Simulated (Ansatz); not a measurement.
# GaB5: one candidate of a structure search, part 2 of 2

The task: take a trial cell of GaB5 to zero force and stress.

Ansatz 0.2.0; DFT PBE, scalar-relativistic, plane waves, PAW. The steps go on from the part before.

**4. Relaxation on the finer mesh**

The end of the coarse run is made exact in the group found at a tolerance of 0.06 Å and reduced to its primitive cell.

The input, input.yaml:

```yaml
crystal:
  lattice:
    - [3.6719709076, 0.0, 0.0]
    - [-1.8359854538, 3.1800200879, 0.0]
    - [0.0, 0.0, 4.3011145324]
  atoms:
    - { symbol: Ga, position: [0.0, 0.0, 0.0] }
    - { symbol: B, position: [0.3333333333, 0.6666666667, 0.5] }
    - { symbol: B, position: [0.6666666667, 0.3333333333, 0.5] }
    - { symbol: B, position: [0.3333333333, 0.6666666667, 0.0] }
    - { symbol: B, position: [0.6666666667, 0.3333333333, 0.0] }
    - { symbol: B, position: [0.0, 0.0, 0.5] }
basis:
  ecutwfc: 420
kpoints:
  mp_grid: { grid: [12, 12, 10] }
hamiltonian:
  xc: pbe
scf:
  occupations: { method: gaussian, width: 0.1 }
output:
  forces: true
  stress: true
  eigenvalues: true
relax:
  adjacent_minimum: "off"
  f_tol: 0.01
  max_steps: 80
  cell: { stress_tol: 0.05 }
```

The run is started by

```bash
$ ansatz run input.yaml --threads 1 --pin off --max-ram 2048MiB --backend cpu --events-out ev --progress --plain --runs-dir out
```

The program printed:

```text
Warning: RAYON_NUM_THREADS=1 ignored (pool sized by the plan → 1); use --threads N
Engine: ansatz 0.2.0, aarch64-unknown-linux-gnu
Pseudopotentials: kind: paw
Pseudopotential: Ga, paw, valence charge 13, recommended cutoff 420 eV (normal), Ga.paw.azcp
Pseudopotential: B, paw, valence charge 3, recommended cutoff 420 eV (normal), B.paw.azcp
Functional definition: PBE
  parameter kappa = 0.804
  parameter beta = 0.06672455060314922
  exchange = pbe_x(kappa = kappa, mu = beta*pi^2/3)
  correlation = pbe_c(beta = beta)
Crystal: 6 atoms, lattice volume = 50.224 Å³
Basis set: ecut = 420 eV, 987 PW (Γ), exchange–correlation on 50×50×60 points (8 copies of the dense FFT grid, shifted against one another)
Bands: 20, of which v1, the nominal top of the filled ones, is band 14 counted from 1 (13 counted from 0)
Symmetry: 24 space group operations
Space group: P6/mmm (ITA 191), of the structure as read, at distance tolerance 3.7e-5 Å
k-points: 114 of 1440
Non-local potential: Ga, projectors of the file, l = 0: 2, l = 1: 2, l = 2: 3, l = 3: 1
Non-local potential: B, projectors of the file, l = 0: 2, l = 1: 2, l = 2: 1
PAW form: soft (Blöchl's): semilocal exchange-correlation on the pseudo side does not see the compensation charge
PAW one-centre angular grid: Ga, 590 points (default); XC on 64 Gauss nodes
PAW one-centre angular grid: B, 110 points (default); XC on 64 Gauss nodes
Initial density: superposition of atomic densities (neutral atoms: chi_scale 0, normalization atom), corrected by the library's trained network
Initial wavefunctions: pseudopotential atomic-orbital guess
Functional: x = pbe(κ = 0.804, μ = 0.2195149727645171), c = pbe(β = 0.06672455060314922)
SCF iter   1: F=—  HF=-4553.801245 eV  |F-HF|=—  |Δ(HF+E_count)|=         —  Δρ=4.28e-3  dr2=1.03e-2  ethr=1.77e-3  ⟨swp⟩=6.1  Hψ=10275  notcnv=0  defer=13
preconditioner: auto → Kerker (q_TF=auto, 2.475 Å⁻¹)  [metal: Δε(μ)=0.002 eV  Ē_g=12.763 eV  σ=0.100 eV  W_gap=0.01  n_scr=20 (ndim 8)  ℏωp=27.7 eV  f_vac=0.000  D(μ)=2.74/eV (n_scr^D=22)]
SCF iter   2: F=—  HF=-4553.799710 eV  |F-HF|=—  |Δ(HF+E_count)|=   1.53e-3  Δρ=1.53e-3  dr2=1.06e-3  ethr=3.68e-5  ⟨swp⟩=2.3  Hψ=4287  notcnv=0  defer=16
SCF iter   3: F=—  HF=-4553.799698 eV  |F-HF|=—  |Δ(HF+E_count)|=   1.20e-5  Δρ=8.98e-4  dr2=2.53e-4  ethr=3.77e-6  ⟨swp⟩=2.2  Hψ=3653  notcnv=0  defer=16
SCF iter   4: F=—  HF=-4553.799670 eV  |F-HF|=—  |Δ(HF+E_count)|=   2.83e-5  Δρ=2.56e-4  dr2=1.83e-5  ethr=9.05e-7  ⟨swp⟩=2.7  Hψ=3694  notcnv=0  defer=16
SCF iter   5: F=—  HF=-4553.799660 eV  |F-HF|=—  |Δ(HF+E_count)|=   1.02e-5  Δρ=3.99e-5  dr2=3.73e-7  ethr=6.53e-8  ⟨swp⟩=2.3  Hψ=3702  notcnv=0  defer=16
SCF iter   6: F=-4553.799660 eV  HF=-4553.799660 eV  |F-HF|=1.23e-9  |Δ(HF+E_count)|=   6.39e-7  Δρ=8.81e-6  dr2=1.77e-8  ethr=3.57e-10  ⟨swp⟩=7.2  Hψ=10433  notcnv=0
SCF 1 converged in 6 iterations: F = -4553.799660 eV  dr2 = 1.77e-8
relax step   1: F+E_penalty+E_count = -4553.79966047 eV  Δ(F+E_penalty+E_count) = +0.000e0 eV  max|allowed force component| = 8.018e-17 eV/Å  Δτ_max = 0.0000 Å  P = -1.210 GPa  Ω = 50.224 Å³  (6 SCF iters, dr2 threshold 1.00e-7 eV, accepted)
Crystal: 6 atoms, lattice volume = 50.205 Å³
Basis set: ecut = 420 eV, 975 PW (Γ), exchange–correlation on 50×50×60 points (8 copies of the dense FFT grid, shifted against one another)
Initial density: handed on by an earlier stage of this run
Initial wavefunctions: those handed on with the density
iter 1 solved again at ethr=1.18e-5 eV; its pass at ethr=3.10e-3 eV (dr2=3.30e-3 eV) is discarded
SCF iter   1: F=—  HF=-4553.828468 eV  |F-HF|=—  |Δ(HF+E_count)|=         —  Δρ=2.70e-3  dr2=3.31e-3  ethr=1.18e-5  ⟨swp⟩=1.2  Hψ=13561  notcnv=0
preconditioner: auto → Kerker (q_TF=auto, 2.475 Å⁻¹)  [metal: Δε(μ)=0.011 eV  Ē_g=12.833 eV  σ=0.100 eV  W_gap=0.06  n_scr=20 (ndim 8)  ℏωp=27.7 eV  f_vac=0.000  D(μ)=1.97/eV (n_scr^D=20)]
SCF iter   2: F=—  HF=-4553.827766 eV  |F-HF|=—  |Δ(HF+E_count)|=   7.02e-4  Δρ=1.55e-3  dr2=1.02e-3  ethr=1.18e-5  ⟨swp⟩=1.0  Hψ=2282  notcnv=0
SCF iter   3: F=—  HF=-4553.827416 eV  |F-HF|=—  |Δ(HF+E_count)|=   3.50e-4  Δρ=1.83e-4  dr2=1.60e-5  ethr=3.66e-6  ⟨swp⟩=1.5  Hψ=2681  notcnv=0
SCF iter   4: F=—  HF=-4553.827403 eV  |F-HF|=—  |Δ(HF+E_count)|=   1.23e-5  Δρ=5.73e-5  dr2=9.90e-7  ethr=5.72e-8  ⟨swp⟩=2.5  Hψ=3801  notcnv=0
SCF iter   5: F=-4553.827403 eV  HF=-4553.827403 eV  |F-HF|=7.42e-9  |Δ(HF+E_count)|=   7.74e-7  Δρ=2.71e-5  dr2=1.55e-7  ethr=2.14e-9  ⟨swp⟩=5.2  Hψ=10257  notcnv=0
SCF 2 converged in 5 iterations: F = -4553.827403 eV  dr2 = 1.55e-7
relax step   2: F+E_penalty+E_count = -4553.82740259 eV  Δ(F+E_penalty+E_count) = -2.774e-2 eV  max|allowed force component| = 1.249e-16 eV/Å  Δτ_max = 0.0000 Å  P = -1.162 GPa  Ω = 50.205 Å³  energy of the carried Pulay correction = +1.529e-5 eV  (5 SCF iters, dr2 threshold 6.00e-7 eV, accepted)
Crystal: 6 atoms, lattice volume = 49.227 Å³
Basis set: ecut = 420 eV, 969 PW (Γ), exchange–correlation on 50×50×60 points (8 copies of the dense FFT grid, shifted against one another)
iter 1 solved again at ethr=1.25e-4 eV; its pass at ethr=3.10e-3 eV (dr2=3.51e-2 eV) is discarded
SCF iter   1: F=—  HF=-4553.872047 eV  |F-HF|=—  |Δ(HF+E_count)|=         —  Δρ=8.70e-3  dr2=3.56e-2  ethr=1.25e-4  ⟨swp⟩=1.1  Hψ=14604  notcnv=0
preconditioner: auto → Kerker (q_TF=auto, 2.483 Å⁻¹)  [metal: Δε(μ)=0.005 eV  Ē_g=13.063 eV  σ=0.100 eV  W_gap=0.03  n_scr=20 (ndim 8)  ℏωp=28.0 eV  f_vac=0.000  D(μ)=2.62/eV (n_scr^D=22)]
SCF iter   2: F=—  HF=-4553.863837 eV  |F-HF|=—  |Δ(HF+E_count)|=   8.21e-3  Δρ=5.12e-3  dr2=1.21e-2  ethr=1.25e-4  ⟨swp⟩=1.0  Hψ=2280  notcnv=0
SCF iter   3: F=—  HF=-4553.859537 eV  |F-HF|=—  |Δ(HF+E_count)|=   4.30e-3  Δρ=8.89e-4  dr2=2.92e-4  ethr=4.31e-5  ⟨swp⟩=2.4  Hψ=3833  notcnv=0
SCF iter   4: F=—  HF=-4553.859254 eV  |F-HF|=—  |Δ(HF+E_count)|=   2.83e-4  Δρ=3.54e-4  dr2=4.28e-5  ethr=1.04e-6  ⟨swp⟩=2.0  Hψ=3876  notcnv=0
SCF iter   5: F=—  HF=-4553.859237 eV  |F-HF|=—  |Δ(HF+E_count)|=   1.69e-5  Δρ=1.20e-4  dr2=4.25e-6  ethr=1.53e-7  ⟨swp⟩=2.8  Hψ=3775  notcnv=0
SCF iter   6: F=-4553.859237 eV  HF=-4553.859237 eV  |F-HF|=4.76e-9  |Δ(HF+E_count)|=   2.34e-7  Δρ=1.74e-5  dr2=1.10e-7  ethr=2.14e-9  ⟨swp⟩=6.7  Hψ=11459  notcnv=0
SCF 3 converged in 6 iterations: F = -4553.859237 eV  dr2 = 1.10e-7
relax step   3: F+E_penalty+E_count = -4553.85923735 eV  Δ(F+E_penalty+E_count) = -3.183e-2 eV  max|allowed force component| = 1.095e-16 eV/Å  Δτ_max = 0.0000 Å  P = +2.984 GPa  Ω = 49.227 Å³  energy of the carried Pulay correction = +1.498e-3 eV  (6 SCF iters, dr2 threshold 6.00e-7 eV, accepted)
[... 10 lines left out ...]
relax step   4: F+E_penalty+E_count = -4553.85945899 eV  Δ(F+E_penalty+E_count) = -2.216e-4 eV  max|allowed force component| = 1.974e-16 eV/Å  Δτ_max = 0.0000 Å  P = -2.314 GPa  Ω = 50.870 Å³  energy of the carried Pulay correction = -1.083e-3 eV  (5 SCF iters, dr2 threshold 6.00e-7 eV, accepted)
[... 10 lines left out ...]
relax step   5: F+E_penalty+E_count = -4553.86712955 eV  Δ(F+E_penalty+E_count) = -7.671e-3 eV  max|allowed force component| = 1.122e-16 eV/Å  Δτ_max = 0.0000 Å  P = +0.098 GPa  Ω = 50.081 Å³  energy of the carried Pulay correction = +1.466e-4 eV  (5 SCF iters, dr2 threshold 6.00e-7 eV, accepted)
[... 8 lines left out ...]
relax step   6: F+E_penalty+E_count = -4553.86709665 eV  Δ(F+E_penalty+E_count) = +3.290e-5 eV  max|allowed force component| = 1.342e-16 eV/Å  Δτ_max = 0.0000 Å  P = -0.008 GPa  Ω = 50.108 Å³  energy of the carried Pulay correction = +1.054e-4 eV  (4 SCF iters, dr2 threshold 3.23e-8 eV, accepted)
[... 11 lines left out ...]
relax step   7: F+E_penalty+E_count = -4553.86890901 eV  Δ(F+E_penalty+E_count) = -1.812e-3 eV  max|allowed force component| = 1.172e-16 eV/Å  Δτ_max = 0.0000 Å  P = +0.012 GPa  Ω = 50.108 Å³  stress off target by 1.94e-1 GPa  SCF on the basis re-selected at this cell (its energy is not comparable with the rows above)  (6 SCF iters)
[... 9 lines left out ...]
relax step   8: F+E_penalty+E_count = -4553.86892958 eV  Δ(F+E_penalty+E_count) = -2.056e-5 eV  max|allowed force component| = 2.602e-16 eV/Å  Δτ_max = 0.0000 Å  P = +0.006 GPa  Ω = 50.131 Å³  energy of the carried Pulay correction = -5.042e-5 eV  (4 SCF iters, dr2 threshold 9.38e-8 eV, accepted)
iter 1 solved again at ethr=2.24e-8 eV; its pass at ethr=3.10e-3 eV (dr2=6.28e-6 eV) is discarded
SCF iter   1: F=—  HF=-4553.868951 eV  |F-HF|=—  |Δ(HF+E_count)|=         —  Δρ=1.12e-4  dr2=1.52e-7  ethr=2.24e-8  ⟨swp⟩=3.1  Hψ=16721  notcnv=0
preconditioner: auto → Kerker (q_TF=auto, 2.476 Å⁻¹)  [metal: Δε(μ)=0.016 eV  Ē_g=13.013 eV  σ=0.100 eV  W_gap=0.09  n_scr=20 (ndim 8)  ℏωp=27.8 eV  f_vac=0.000  D(μ)=2.58/eV (n_scr^D=22)]
SCF iter   2: F=—  HF=-4553.868987 eV  |F-HF|=—  |Δ(HF+E_count)|=   3.57e-5  Δρ=5.69e-5  dr2=3.51e-8  ethr=5.43e-10  ⟨swp⟩=2.0  Hψ=3069  notcnv=0
SCF iter   3: F=—  HF=-4553.868991 eV  |F-HF|=—  |Δ(HF+E_count)|=   4.05e-6  Δρ=1.54e-5  dr2=4.76e-9  ethr=1.25e-10  ⟨swp⟩=2.0  Hψ=2878  notcnv=0
SCF iter   4: F=—  HF=-4553.868991 eV  |F-HF|=—  |Δ(HF+E_count)|=   3.10e-7  Δρ=4.82e-7  dr2=6.35e-11  ethr=1.70e-11  ⟨swp⟩=2.5  Hψ=3798  notcnv=0
SCF iter   5: F=-4553.868991 eV  HF=-4553.868991 eV  |F-HF|=9.09e-13  |Δ(HF+E_count)|=  8.91e-11  Δρ=7.74e-8  dr2=2.28e-12  ethr=1.00e-12  ⟨swp⟩=4.4  Hψ=7113  notcnv=0
SCF 9 converged in 5 iterations: F = -4553.868991 eV  dr2 = 2.28e-12
relax step   9: F+E_penalty+E_count = -4553.86899111 eV  Δ(F+E_penalty+E_count) = -6.154e-5 eV  max|allowed force component| = 2.602e-16 eV/Å  Δτ_max = 0.0000 Å  P = +0.006 GPa  Ω = 50.131 Å³  stress off target by 2.16e-2 GPa  SCF on the basis re-selected at this cell (its energy is not comparable with the rows above)  (5 SCF iters)
basis re-selected at this cell: Δ(F+E_penalty+E_count) = -6.154e-5 eV, ΔP = +0.001 GPa vs the last step (what re-selecting the basis moved, of the pressure what is left beyond the Pulay correction that the steps carried, after the strain that the cell walked since its last selection, with what the two solves' SCF thresholds leave and, on support functions, any second-order correction that the steps lacked; it is no measure of the basis error at this ecutwfc). This SCF's stress stands 2.16e-2 GPa from its target on what of the cell is left free (relax.cell.stress_tol is 5.00e-2 GPa) and its largest allowed force component is 2.60e-16 eV/Å (relax.f_tol is 1.00e-2 eV/Å): within both
SCF converged after 5 iterations
Free energy (F): -4553.868991 eV
Harris-Foulkes:  -4553.868991 eV  (|F-HF|=9.09e-13)
Internal energy: -4553.856100 eV  (E = F + TS)
E sigma→0 (E₀):  -4553.862546 eV
Entropy (-TS):   -0.012891 eV (-2.148 meV/atom)
Fermi energy:    11.325752 eV
--- Per-component energies (eV) ---
  E_band       = 54.271846
  E_kinetic    = 342.210211
  E_local      = -2069.261249  (includes V_loc(G=0)·N_el)
  E_nonlocal   = 483.503160
  E_hartree    = 980.717675
  E_xc         = -226.899751
  E_vxc        = -245.320313  (∫ρ·V_xc dr)
  E_paw        = -2377.837882  (= ΣΔE_a)
  E_vpaw       = -418.295145  (= ΣTr[D̂ρ^β])
  E_aug_tail   = -0.000126  (compensation charges beyond the density's cutoff)
  E_ewald      = -1686.288138
  E_smearing   = -0.012891  (= −TS)
  E_closure    = 0.000000  (closes the sum)
  Σ components = -4553.868991   (vs F -4553.868991, Δ=0.00e0)
--- Forces (eV/Å), atoms counted from 1 ---
  atom   1  Ga     0.00000000     0.00000000     0.00000000
  atom   2  B     -0.00000000     0.00000000     0.00000000
  atom   3  B      0.00000000    -0.00000000    -0.00000000
  atom   4  B     -0.00000000     0.00000000     0.00000000
  atom   5  B      0.00000000    -0.00000000    -0.00000000
  atom   6  B      0.00000000    -0.00000000     0.00000000
  max |Σ_I F_I| component: 1.85e-17 eV/Å
--- Stress (GPa, compression-positive) ---
       -0.001090       0.000000       0.000000
        0.000000      -0.001090       0.000000
        0.000000       0.000000       0.021578
  P = ⅓ Tr σ = 0.0065 GPa (0.065 kbar)
--- Band table (eV; the first three rows and the last of 114) ---
  k-point 0: bands = ["-4.4659", "-4.2343", "-4.2343", "-3.8537", "-3.8537", "-3.7759", "1.9373", "3.2195", "8.3124", "8.3124", "8.6179", "8.6179", "10.9684", "11.2823", "11.2823", "11.9801", "12.3889", "12.3889", "13.0169", "13.5897"]
  k-point 1: bands = ["-4.4535", "-4.2342", "-4.2342", "-3.8544", "-3.8544", "-3.7242", "1.2179", "4.0554", "8.3635", "8.3635", "8.6756", "8.6756", "10.9991", "11.1705", "11.1705", "12.0052", "12.2600", "12.2600", "12.9290", "13.5084"]
  k-point 2: bands = ["-4.4261", "-4.2337", "-4.2337", "-3.8563", "-3.8563", "-3.5596", "0.2049", "5.4164", "8.5156", "8.5156", "8.8436", "8.8436", "10.8668", "10.8668", "11.0902", "11.9153", "11.9153", "12.0768", "12.7014", "13.2726"]
  k-point 113: bands = ["-4.1197", "-4.1197", "-4.0487", "-3.9321", "-3.9321", "1.7477", "1.8134", "1.8134", "1.9968", "2.2036", "2.2036", "12.4242", "12.4816", "12.4816", "13.0596", "13.0596", "13.9367", "16.9343", "16.9343", "17.1377"]
--- Relaxed structure (7 steps of the walk, 7 accepted, 2 SCFs on fresh bases) ---
  F+E_penalty+E_count = -4553.86899111 eV   max|allowed force component| = 2.602e-16 eV/Å   (the final SCF, on the basis selected at the relaxed cell)
  cell:  # Å, volume = 50.1309 Å³
    - [3.5761256580534804, -2.657919106486568e-32, -2.849695796824635e-32]
    - [-1.7880628290267402, 3.0970156669996567, -4.232523566808289e-33]
    - [-4.363019149910567e-32, -2.4996354251692067e-32, 4.526363560630629]
  atoms:
    - { symbol: Ga, position: [-8.890677288701926e-35, -4.327763351731223e-34, -1.0636378229906086e-34] }
    - { symbol: B, position: [0.33333333333333326, 0.6666666666666665, 0.49999999999999994] }
    - { symbol: B, position: [0.6666666666666666, 0.33333333333333326, 0.49999999999999994] }
    - { symbol: B, position: [0.33333333333333326, 0.6666666666666665, -3.381585728277158e-34] }
    - { symbol: B, position: [0.6666666666666666, 0.33333333333333326, -1.590487230546539e-34] }
    - { symbol: B, position: [-8.259883458136832e-34, -2.460390243695594e-34, 0.49999999999999994] }
```

Run time: 49 s. Hardware: 1 thread of Arm Neoverse V2, shared host; peak memory 0.38 GiB.

Step by step:

| step | energy from step 1 (eV/cell) | largest force component (eV/Å) | pressure (GPa) | volume (Å³) |
| --- | --- | --- | --- | --- |
| 1 | 0.0000 | 0.0000 | -1.21 | 50.22 |
| 2 | -0.0277 | 0.0000 | -1.16 | 50.21 |
| 3 | -0.0596 | 0.0000 | 2.98 | 49.23 |
| 4 | -0.0598 | 0.0000 | -2.31 | 50.87 |
| 5 | -0.0675 | 0.0000 | 0.10 | 50.08 |
| 6 | -0.0674 | 0.0000 | -0.01 | 50.11 |
| 7 | -0.0692 | 0.0000 | 0.01 | 50.11 |
| 8 | -0.0693 | 0.0000 | 0.01 | 50.13 |
| 9 | -0.0693 | 0.0000 | 0.01 | 50.13 |

Step 1 is the start. Steps 7, 9 each repeat the geometry before them on a plane-wave basis chosen anew, so the energy can jump there without any move.

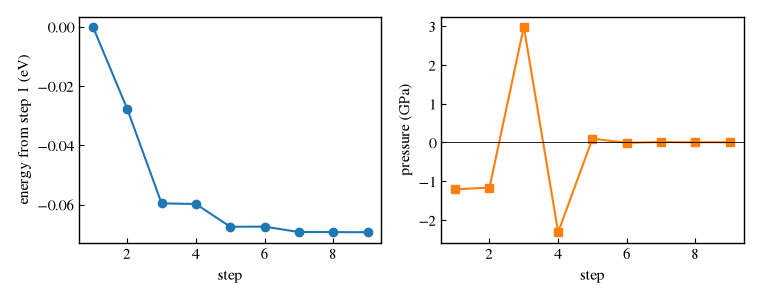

Energy and pressure along the relaxation.

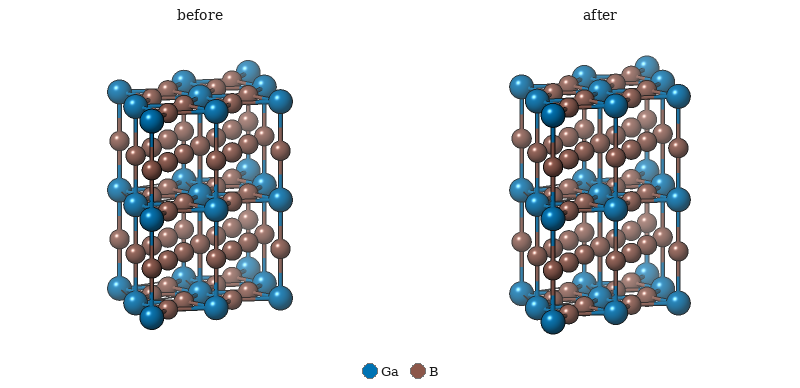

Before and after, at one scale.

|  | before | after | change |
| --- | --- | --- | --- |
| a (Å) | 3.672 | 3.576 | -2.6 % |
| b (Å) | 3.672 | 3.576 | -2.6 % |
| c (Å) | 4.301 | 4.526 | +5.2 % |
| volume (Å³/atom) | 8.37 | 8.36 | -0.2 % |
| shortest distance (Å) | 2.120 | 2.065 | -2.6 % |
| space group (0.01 Å) | P6/mmm | P6/mmm | same |

The run keeps the 24 symmetry operations of the start, so it could not have lowered the symmetry.

**5. Changing settings: n_extra_bands 32**

Changes to input.yaml since step 4:

```diff
@@ -20,6 +20,7 @@
   occupations: { method: gaussian, width: 0.1 }
+  n_extra_bands: 32
 output:
   forces: true
+  eigenvalues: true
   stress: true
-  eigenvalues: true
 relax:
```

The run is started by

```bash
$ ansatz run input.yaml --threads 1 --pin off --max-ram 2048MiB --backend cpu --events-out ev --progress --plain --runs-dir out
```

The program printed (excerpt; [...] marks lines left out):

```text
Warning: RAYON_NUM_THREADS=1 ignored (pool sized by the plan → 1); use --threads N
scf.n_extra_bands = 32 over 14 filled bands (N_el = 28.0): the run solves 46 bands
[...]
Pseudopotentials: kind: paw
Pseudopotential: Ga, paw, valence charge 13, recommended cutoff 420 eV (normal), Ga.paw.azcp
Pseudopotential: B, paw, valence charge 3, recommended cutoff 420 eV (normal), B.paw.azcp
Functional definition: PBE
[...]
Crystal: 6 atoms, lattice volume = 50.224 Å³
Basis set: ecut = 420 eV, 987 PW (Γ), exchange–correlation on 50×50×60 points (8 copies of the dense FFT grid, shifted against one another)
Bands: 46, of which v1, the nominal top of the filled ones, is band 14 counted from 1 (13 counted from 0)
Symmetry: 24 space group operations
Space group: P6/mmm (ITA 191), of the structure as read, at distance tolerance 3.7e-5 Å
k-points: 114 of 1440
[...]
--- Relaxed structure (7 steps of the walk, 7 accepted, 2 SCFs on fresh bases) ---
  F+E_penalty+E_count = -4553.86899123 eV   max|allowed force component| = 1.920e-16 eV/Å   (the final SCF, on the basis selected at the relaxed cell)
  cell:  # Å, volume = 50.1308 Å³
    - [3.576120091352888, -6.132860822929793e-32, 8.011992859490667e-32]
    - [-1.788060045676444, 3.0970108460955283, -3.972797023965217e-32]
    - [9.377257877046401e-32, 4.490363039226121e-34, 4.526370188383817]
  atoms:
    - { symbol: Ga, position: [-1.358071679128303e-33, 4.983867416716718e-35, 1.85285213788403e-35] }
    - { symbol: B, position: [0.33333333333333337, 0.6666666666666667, 0.49999999999999994] }
    - { symbol: B, position: [0.6666666666666667, 0.33333333333333337, 0.49999999999999994] }
    - { symbol: B, position: [0.33333333333333337, 0.6666666666666667, 2.5138735968039956e-35] }
    - { symbol: B, position: [0.6666666666666667, 0.33333333333333337, 1.0212915153616428e-35] }
    - { symbol: B, position: [1.4131665134092676e-33, 1.9556948090913707e-35, 0.49999999999999994] }
```

Wall time 85 s (1 thread of Arm Neoverse V2, shared host); peak memory 0.47 GiB.

```tsv
run	ending	energy change	pressure (GPa)	gap (eV)	force (eV/Å)	cycles	time
step 4	converged	0	0.0	0.00	0.00	-	49 s
variant	converged	0.0 meV/atom	0.0	0.00	0.00	-	85 s
```

Same state: the changed band count leaves the energy within 0.5 meV/atom. Cost: 85 s against 49 s.

**6. Results**

What follows sums up all 2 parts. Changes of volume or cell count from the first structure of part 1.

| quantity | value |
| --- | --- |
| symmetry at the end (tolerance 0.05 Å) | space group P6/mmm (No. 191) |
| conventional cell | a = 3.576 Å, b = 3.576 Å, c = 4.526 Å, α = 90.00°, β = 90.00°, γ = 120.00° |
| volume | 8.36 Å³/atom |
| energy over the elements | +1.45 eV/atom |
| gap on the mesh | none (metal) |

The space group P6/mmm (No. 191) is kept, and the volume per atom shrinks by 3.7 % from the first guess. The formation energy is positive, so the separate elements lie lower. No finished test with a distortion of lower symmetry is shown, so the end may be a saddle point.
